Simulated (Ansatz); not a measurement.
TiHg (space group P4/mmm)

```cif
data_HgTi
_chemical_formula_sum 'Ti1 Hg1'
_space_group_name_H-M_alt 'P 1'
_space_group_IT_number 1
_cell_length_a 2.96284
_cell_length_b 2.96284
_cell_length_c 4.06304
_cell_angle_alpha 90.000
_cell_angle_beta 90.000
_cell_angle_gamma 90.000
loop_
_space_group_symop_operation_xyz
  'x, y, z'
loop_
_atom_site_label
_atom_site_type_symbol
_atom_site_fract_x
_atom_site_fract_y
_atom_site_fract_z
_atom_site_occupancy
Ti1 Ti 0.50000 0.50000 0.50000 1
Hg1 Hg 0.00000 0.00000 0.00000 1
```

Equation-of-state scan: isotropic scaling of the cell above, V₀ being its volume. Symmetry pins the atoms to their sites.

Computed with PBEsol (plane waves to 420 eV, PAW, scalar-relativistic; Ansatz, an electronic-structure program). k mesh 16×16×12 (Γ-centred), Fermi-Dirac smearing 0.05 eV. E stands for the smeared free energy. With the shape held, the modulus is that of even scaling; a crystal free to change shape is softer. Spin-orbit coupling is left out, though Hg is heavy. TiHg is run without spin polarisation. TiHg was relaxed with its symmetry unable to fall. The zero of ΔE is the relaxed starting cell.

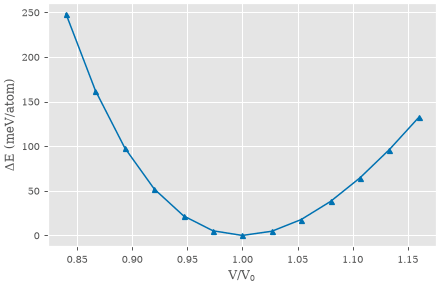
Fig. 1. ΔE (meV/atom) against V/V₀; markers are the computed points, lines only join them.

Q: What is ΔE at V/V₀ = 0.840?

A: About 250 meV/atom.

Q: What is ΔE at V/V₀ = 1.160?

A: About 130 meV/atom.

Q: What bulk modulus at fixed cell shape B₀ follows from a third-order Birch-Murnaghan fit?

A: About 120 GPa.

(Under strain, the slope of the energy per volume gives the stress and its curvature an elastic modulus.)
